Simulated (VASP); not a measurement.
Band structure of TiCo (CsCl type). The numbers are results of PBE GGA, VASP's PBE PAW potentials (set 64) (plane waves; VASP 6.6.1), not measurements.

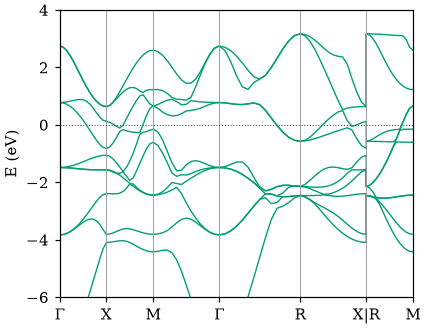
Fig. 1. Bands along high-symmetry lines, zero at the valence-band maximum or, without a gap, the Fermi level

**Question.** Read the plot: is there a gap, and where are the band edges?

**Answer.** It has no gap at this level: it comes out as a metal or semimetal. (Edges off the drawn lines would not show.)

The compound is TiCo in the CsCl type structure. It was relaxed first. The run is not spin-polarised, so no magnetic state was tried. The electron count is odd and the run is not spin-polarised, which forces a metal.
